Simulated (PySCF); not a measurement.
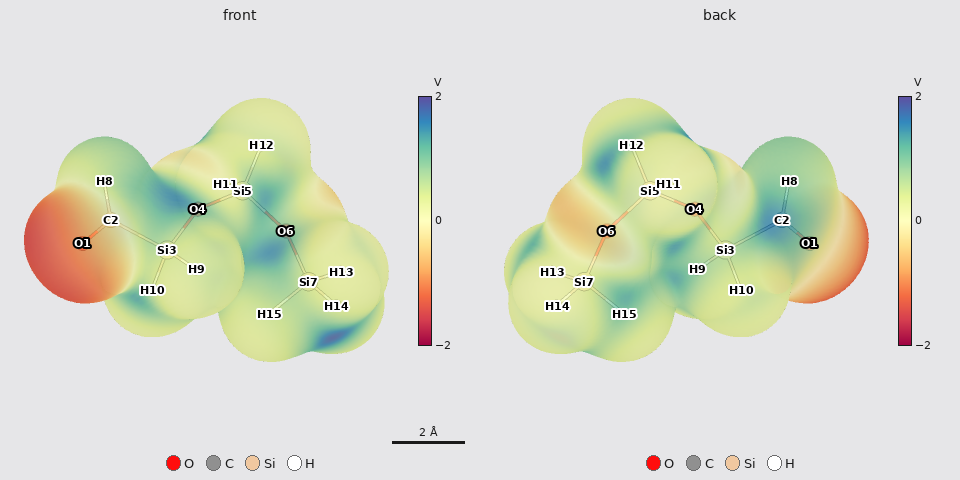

CH8O3Si3 (SMILES O=C[SiH2]O[SiH2]O[SiH3]). The molecular electrostatic potential painted on the density surface at 0.002 e/bohr³, seen from the front and from behind; the colour scale runs from red (negative) to blue (positive).

Geometry: PBE0-D3(BJ)/def2-SVP.

Computed with PBE0/pcSseg-1, SCF density, gas phase, non-relativistic (PySCF 2.14.0).

The calculation's input:

```
{"job": {"kind": "nmr", "xc": "PBE0", "basis": "pcSseg-1"}, "charge": 0, "multiplicity": 1}
O     -4.282064     0.090033     0.267596
C     -3.272072     0.719054     0.067261
Si    -1.606977    -0.209819    -0.174541
O     -0.421700     0.915812    -0.429048
Si     1.126166     1.390689    -0.757257
O      2.168402     0.133368    -0.542485
Si     2.435206    -1.422005    -0.033974
H     -3.299852     1.845004     0.021319
H     -1.334759    -1.004286     1.057920
H     -1.747989    -1.123460    -1.344774
H      1.201484     1.834216    -2.173503
H      1.479626     2.486938     0.181158
H      2.850624    -1.428224     1.398913
H      3.508853    -2.024546    -0.871638
H      1.179128    -2.220979    -0.179781
```

Command:

```sh
OMP_NUM_THREADS=1 python probes_run.py task.json out
```

Describe the electrostatic potential map.

The most negative region (about −1.5 V, or −35 kcal/mol for a unit charge) lies over O1, the most positive (about +1.6 V, or +37 kcal/mol for a unit charge) over Si3, Si5 and Si7. O1 is the likeliest acceptor of a hydrogen bond.

What dipole moment does the calculation give?

Its dipole moment is 2.13 D.
